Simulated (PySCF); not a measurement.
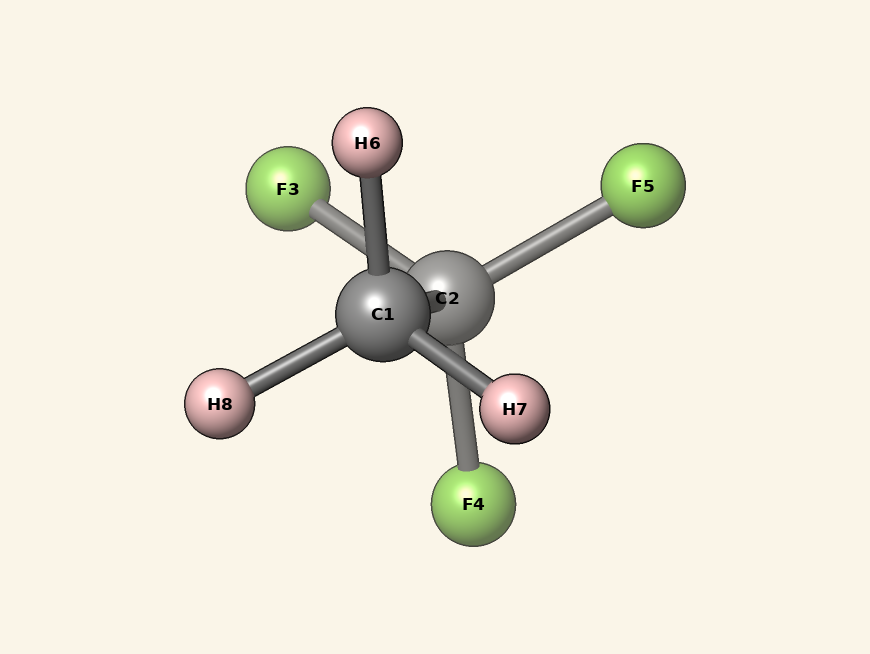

C2 lies behind C1. The molecule seen a little off the C1–C2 bond, C1 in front. Atoms fade into the background with distance from the viewer. The geometry was computed by an optimisation with PBE0-D3(BJ)/def2-SVP. No frequency run is at hand to confirm it as a minimum.

### What is the torsion angle H6–C1–C2–F3? The sign is positive where the front bond must turn clockwise to cover the back bond.

−61°, synclinal (gauche). The bonds about C1–C2 are staggered.
